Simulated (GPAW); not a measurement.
The Li K edge of atom 2 in LiRh (P-6m2), with 6 Rh at 2.65 Å and 6 Li at 2.65 Å (anticuboctahedral, as in hcp, site symmetry -6m2), was computed in 3 ways: excited-electron core hole (neutral cell), half core hole and no core hole. Program and functional: GPAW, LDA, Gaussian full width 0.9 eV up to 4 eV, rising linearly to 3.5 eV at 25 eV; cells of 2 and 24 atoms (the run without a hole in the smaller).

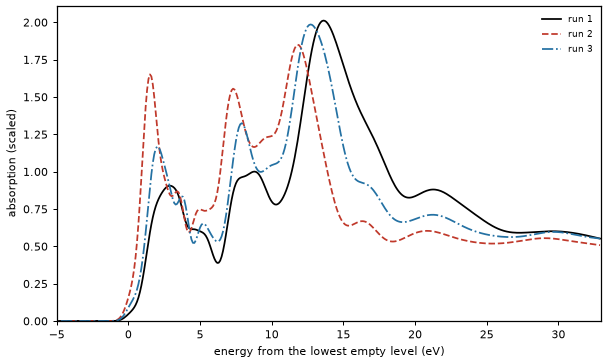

Each run is counted from its own lowest empty level or Fermi level and scaled to a mean of 1 over its first 20 eV.

Which run is which?

Run 1: no core hole (area from −2 to 6 eV 3.6, main maxima 2.9 eV (0.91), 8.8 eV (1.00), 13.6 eV (2.01) and 21.3 eV (0.88)). Run 2: excited-electron core hole (neutral cell) (area from −2 to 6 eV 5.3, main maxima 1.5 eV (1.65), 7.3 eV (1.56), 11.8 eV (1.85) and 20.8 eV (0.60)). Run 3: half core hole (area from −2 to 6 eV 4.1, main maxima 2.0 eV (1.17), 3.7 eV (0.83), 7.9 eV (1.32) and 12.7 eV (1.99)). With each curve scaled to its own mean, the area from −2 to 6 eV with the hole is 5.3 against 3.6, and the centre of weight from −1 to 20 eV moves by -2.2 eV: the hole pulls the absorber's empty states down.

[Hosts, paths, dates, database ids (printed as entryN), source tags and the programs' standing remarks are cut or masked in the printed files.]

[Lists of maxima count a maximum above −3 eV only where it reaches 4 % of the highest in the window and stands out from its surroundings by 2 % of it (1.5 % where it reaches 55 %); shoulders and weaker maxima are passed over, and of the rest the first, up to two pre-edge ones and the few strongest are named.]
